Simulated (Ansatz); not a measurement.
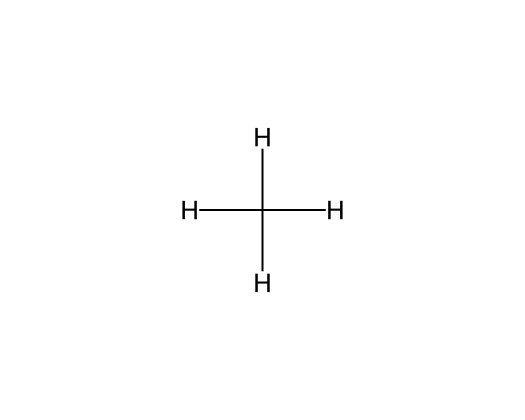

Skeletal drawing of a molecule.

> Give its SMILES.

C

> Give the formula, hydrogens included.

CH4.

> An optimisation with PBE0-D4/def2-TZVP gave a structure of which point group?

Td.

More results for the same structure follow; atom numbers are the same in all pictures, views and colours differ. The computed structure is the end point of a PBE0-D4/def2-TZVP optimisation.

Electronic properties

Method: RKS r2SCAN-D4/def2-TZVPP (Ansatz 0.2.0).

> What is the HOMO energy (Kohn–Sham orbital)?

−9.81 eV.

> Estimate the vertical ionisation energy.

13.99 eV.

> What is the LUMO energy (Kohn–Sham orbital)?

2.00 eV.

Vibrations

Harmonic vibrations computed with RKS PBE0-D4/def2-TZVP (Ansatz 0.2.0) at a stationary point of the same level.

> List the wavenumbers.

9 modes: 1326, 1326, 1326, 1551, 1551, 3047, 3168, 3168, 3168 cm⁻¹.

Charges

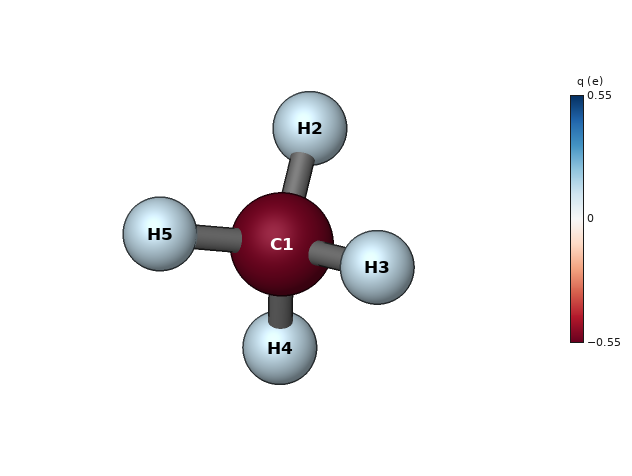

Atoms are coloured by their Mulliken charges. Level of theory: RKS PBE0-D4/def2-TZVP (Ansatz 0.2.0).

Give the Mulliken charges atom by atom.

```
atom  value (e)
  C1      −0.53
  H2       0.13
  H3       0.13
  H4       0.13
  H5       0.13
```

Thermal motion

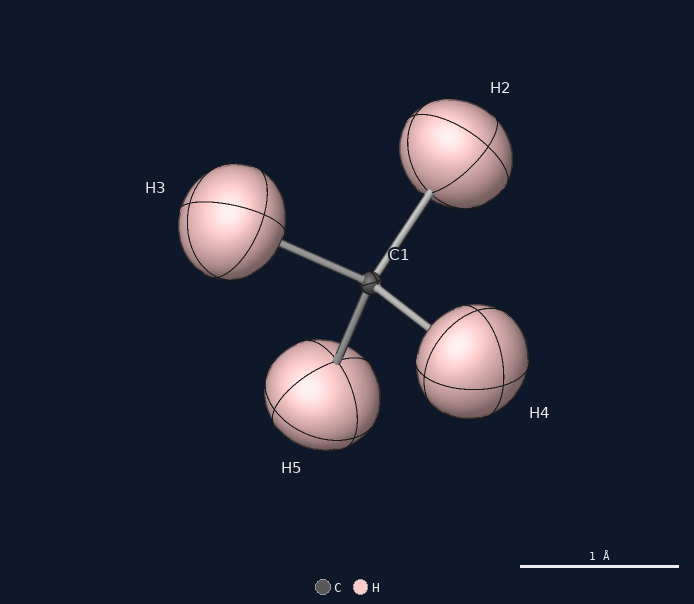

Displacement ellipsoids at the 50 % level, enlarged 3 times, from the internal vibrations of the free molecule (harmonic, no overall translation or rotation; no half-axis is drawn under 0.075 Å). Vibrations computed with RKS PBE0-D4/def2-TZVP (Ansatz 0.2.0). Temperature: 200 K.

> Which atom moves most?

H2, H3, H4, H5, with U_eq = 0.0061 Å².

List U_eq and the three principal root-mean-square amplitudes for each kind of atom.

```tsv
atom	U_eq (Å²)	rms amplitudes (Å)
C1	0.00021	0.014, 0.014, 0.014
H2, H3, H4, H5	0.0061	0.071, 0.081, 0.081
```

Mulliken values depend strongly on the basis set and can even reverse the polarity of a bond.
